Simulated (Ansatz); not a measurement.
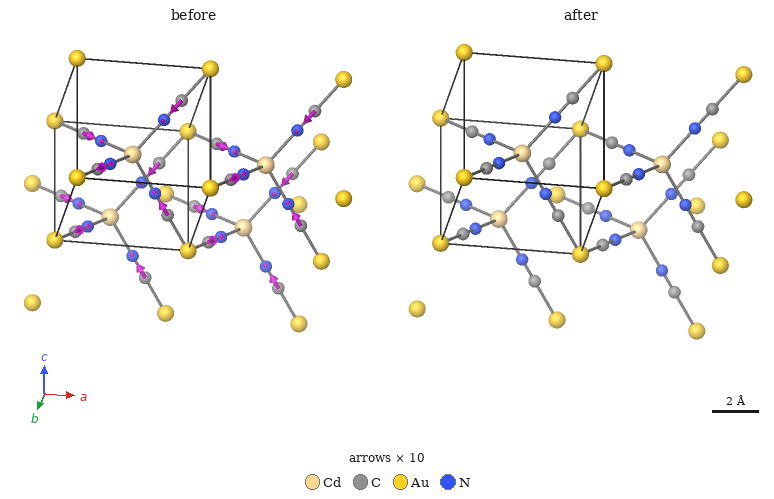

The structure of solid CdAuC4N4 (a generated structure, set up in P-43m) (coarse preliminary run) before (left) and after (right) a relaxation, at one scale. The purple arrows give the displacements (the part carried along by the change of the cell is left out), 10 times their true length.

The picture is a ball-and-stick view of the cell of the calculation, repeated 2 × 2 × 1 with one cell outlined, seen from a free direction.

Computed with Ansatz 0.2.0, DFT PBE, scalar-relativistic, plane waves, PAW. Set-up: plane-wave cutoff 420 eV; k-point mesh 4 × 4 × 4; occupations gaussian; smearing width 0.1 eV; no spin polarisation; cell and atoms relaxed; force threshold 0.04 eV/Å; at most 70 steps.

Question: Describe what moved and what it gained.

Answer: The energy falls by 104 meV per atom in 4 accepted moves (6 points after the start). Largest force component: 1.6 eV/Å at the start, 0.0052 eV/Å at the end. The pressure goes from 7.88 to 0.08 GPa. The SCF was repeated twice at an unchanged geometry on a basis and grid sized afresh for the cell, which shifted the energy by 9.4 meV per atom at most. The largest moves relative to the cell, 0.078 Å, are those of C atoms. Largest moves by element: C 0.078 Å, N 0.018 Å. Cd and Au stay in place. The drawn cell changes as follows: a = b = c 5.987 → 6.281 Å (+4.9 %); the volume changes by +15.5 %. Near-neighbour distances that change, for instance: Au–C 1.917 → 2.090 Å, Cd–N 2.097 → 2.182 Å. The space group stays P-43m (No. 215).
